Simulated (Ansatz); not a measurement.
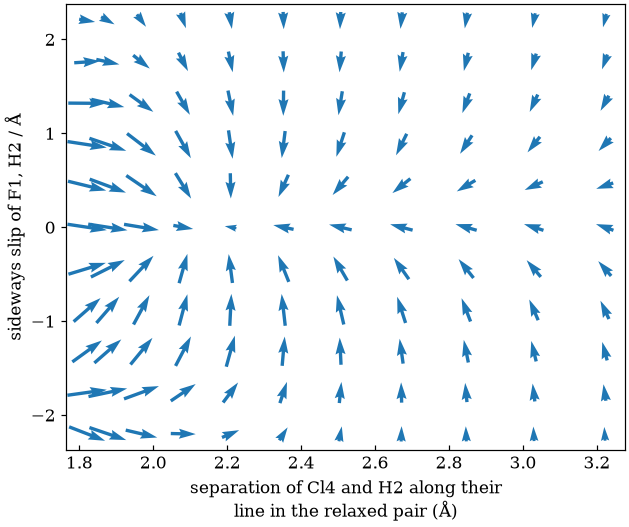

The pair FH···CH₃Cl. 
- First axis: separation of Cl4 and H2 along their line in the relaxed pair. Second axis: sideways slip of F1, H2.
- Nothing is relaxed (both partners rigid).
- The scan uses an 11 × 11 grid.
- Points are written as (first, second).
- Theory: RKS PBE0-D4/def2-TZVPD in Ansatz 0.2.0.

In the figure: arrows along the force (downhill), their lengths compressed.

**The arrows alone are given. Where is the energy lowest?**

The arrows converge at about (2.168 Å, 0.00 Å) (read from the interpolated surface).

The energy map of the same scan:

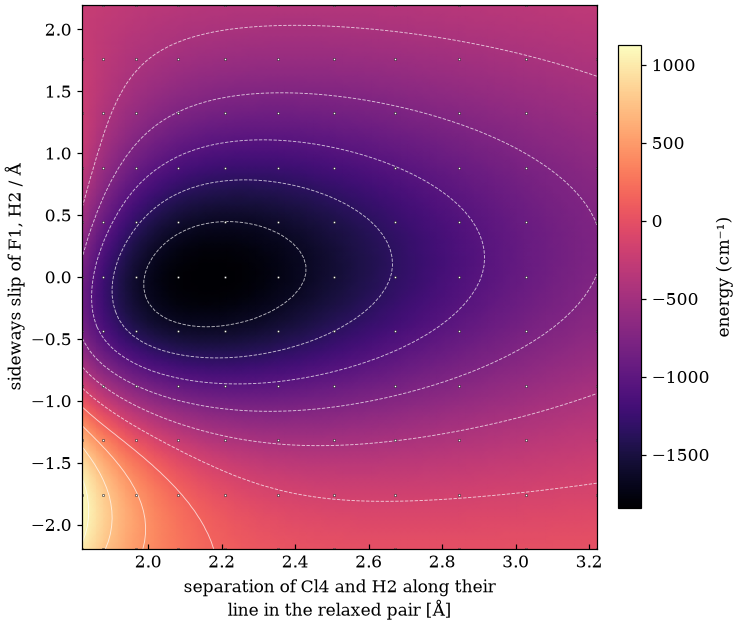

Energies are in cm⁻¹, from the two partners far apart, frozen as in the relaxed pair, each in its own basis (no counterpoise correction); between grid points the surface is interpolated.
